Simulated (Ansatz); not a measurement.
**Fields on a plane of TiHg (space group P4/mmm)**

```
CELL_PARAMETERS angstrom
      2.96284     0.00000     0.00000
      0.00000     2.96284     0.00000
      0.00000     0.00000     4.06304
ATOMIC_POSITIONS crystal
  Ti 0.50000 0.50000 0.50000
  Hg 0.00000 0.00000 0.00000
```

The slice is a (010) plane (indices of the conventional cell) through the point (0.500, 0.500, 0.500) (fractional), spanned by u = [100] and v = [001] in vectors of this cell: u (2.96 Å) and v (4.06 Å, at 90° to u). It covers one period; positions are fractions (u, v).

Atoms on it: Ti at (0.00, 0.00).

Computed with PBEsol (plane waves to 420 eV, PAW, scalar-relativistic; Ansatz, an electronic-structure program). k mesh 16×16×12. Near the nuclei the fields are pseudised (PAW); where an atom keeps semicore shells as valence, they peak there. Spin-orbit coupling is left out, though Hg is heavy. TiHg is run without spin polarisation. TiHg was relaxed with its symmetry unable to fall.

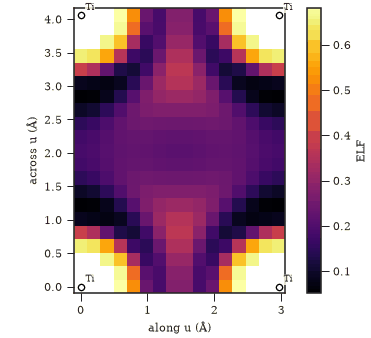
*Electron localisation function (ELF), one period of the plane, atoms marked. Points within 0.5 Å of a nucleus are left white, as the pseudised field means little there.*

```
v \ u  0.00  0.13  0.27  0.40  0.53  0.67  0.80  0.93
-----  ----  ----  ----  ----  ----  ----  ----  ----
0.90    0.9   0.6  -0.2  -0.7  -0.7  -0.5   0.3   0.8
0.75   -0.6  -0.7  -0.8  -0.7  -0.7  -0.7  -0.7  -0.6
0.60   -1.0  -0.9  -0.8  -0.7  -0.6  -0.7  -0.8  -1.0
0.45   -1.0  -0.9  -0.8  -0.6  -0.6  -0.7  -0.8  -1.0
0.30   -0.9  -0.8  -0.8  -0.7  -0.7  -0.7  -0.8  -0.9
0.15    0.5   0.2  -0.4  -0.7  -0.8  -0.6  -0.1   0.4
0.00    1.0   0.9   0.1  -0.6  -0.7  -0.4   0.6   1.0
```

Values: log₁₀ of the valence density in e/Å³. The scale is logarithmic, as a density can span decades between atoms and voids.

The density on the Ti–Ti line (2.96 Å) at its midpoint is 0.19 e/Å³ and the ELF at that point is 0.3.
